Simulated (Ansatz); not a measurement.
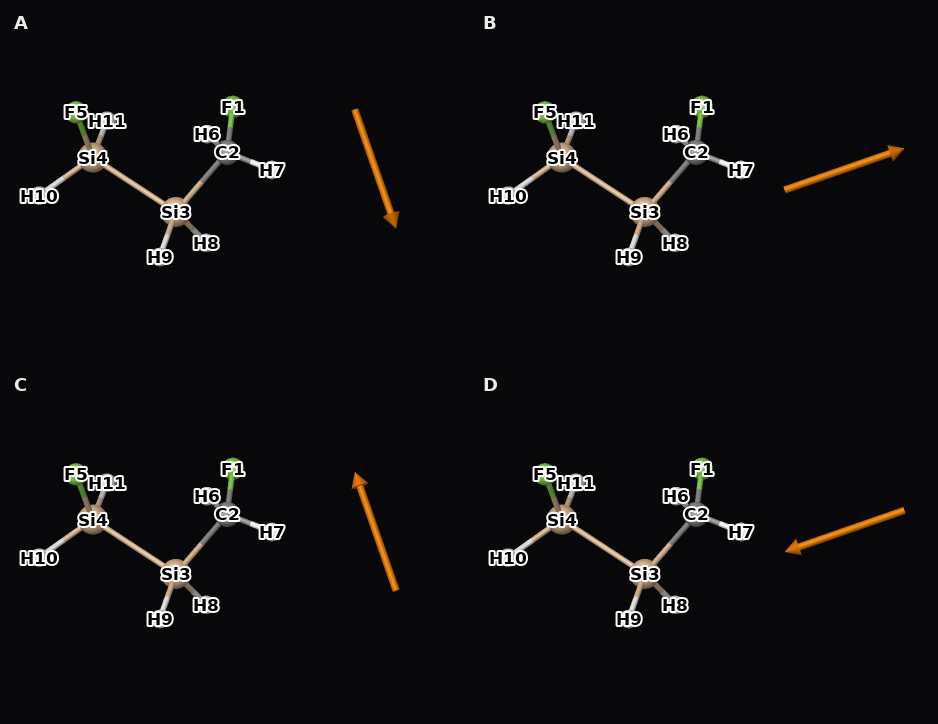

The same molecule four times, each with an arrow. The computed structure is the end point of a PBE-D4/def2-SVP optimisation. No frequency run is at hand to confirm it as a minimum. Properties computed with RKS PBE-D4/def2-SVP (Ansatz 0.2.0).

> Which arrow points along the dipole moment, from the negative to the positive end?

A. The dipole moment is 1.77 D; it points from the side of F5, H11 to the side of H9 (the outermost atoms at the two ends).
